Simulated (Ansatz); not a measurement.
# A small benchmark: atomisation enthalpy at 298 K

6 molecules holding Si, Ge, B, Al, Ga, P or As; the atomisation enthalpy at 298 K in kJ/mol, computed less measured. Shapes, held fixed at every level: PBE0-D4/def2-TZVP. Flexible molecules stand in one conformer, not always the lowest. Thermal terms are harmonic and unscaled (PBE0-D4/def2-TZVP); the spin-orbit lowering of the free atoms is taken from their spectra. Programs: Ansatz 0.2.0. Measured values: CRC Handbook of Chemistry and Physics, NIST-JANAF tables.

Levels: A = HF/def2-SVP; B = HF/def2-TZVPP; C = r2SCAN-D4/def2-TZVPP; D = B2PLYP/def2-TZVPP.

| molecule | from tabulated heats | A | B | C | D |
| --- | --- | --- | --- | --- | --- |
| SiO2 (silicon dioxide molecule) | 1254 | -684 | -619 | -25 | -36 |
| BBrCl2 (bromodichloroborane) | 1262 | -306 | -333 | +39 | -21 |
| GeH4 (germane) | 1153 | -280 | -280 | +18 | +5 |
| PH2(PH2) (diphosphine) | 1484 | -542 | -508 | -5 | -21 |
| Si(SiF3)F3 (hexafluorodisilane) | 3760 | -1180 | -1010 | -50 | -103 |
| Si(CH3)3Cl (chlorotrimethylsilane) | 5037 | -1210 | -1227 | +10 | -68 |

Problem. Sum up the errors.

Solution. 
| level | kind | mean error | mean absolute error | worst case |
| --- | --- | --- | --- | --- |
| HF/def2-SVP | Hartree–Fock | -700.3 | 700.3 | Si(CH3)3Cl |
| HF/def2-TZVPP | Hartree–Fock | -662.8 | 662.8 | Si(CH3)3Cl |
| r2SCAN-D4/def2-TZVPP | meta-GGA | -2.2 | 24.5 | Si(SiF3)F3 |
| B2PLYP/def2-TZVPP | double hybrid | -40.7 | 42.3 | Si(SiF3)F3 |

On this set r2SCAN-D4/def2-TZVPP has the smallest mean absolute error and HF/def2-SVP the largest. HF/def2-SVP is too low in 6 of 6; HF/def2-TZVPP is too low in 6 of 6; B2PLYP/def2-TZVPP is too low in 5 of 6. The heats of PH2(PH2), Si(SiF3)F3, Si(CH3)3Cl come from older tables and can be uncertain by 10 kJ/mol or more. The tabulated values of SiO2, BBrCl2 are in doubt (older tables, estimates, or at odds with other calculations) and kept here. Over the 4 molecules whose values aren't doubted the mean absolute errors are A 803.0; B 756.2; C 20.8; D 49.2. The largest two are near a tie. For HF/def2-SVP and HF/def2-TZVPP the error grows with the size of the molecule. Hartree–Fock lacks correlation and underbinds. Relativity is left out for Br, Ge. Outer-core shells of Br, Ge are correlated, in sets that cover them unevenly. The set is small.

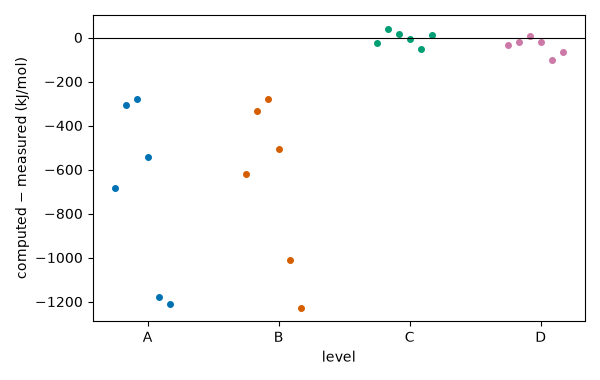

Errors of each level, one point a molecule.
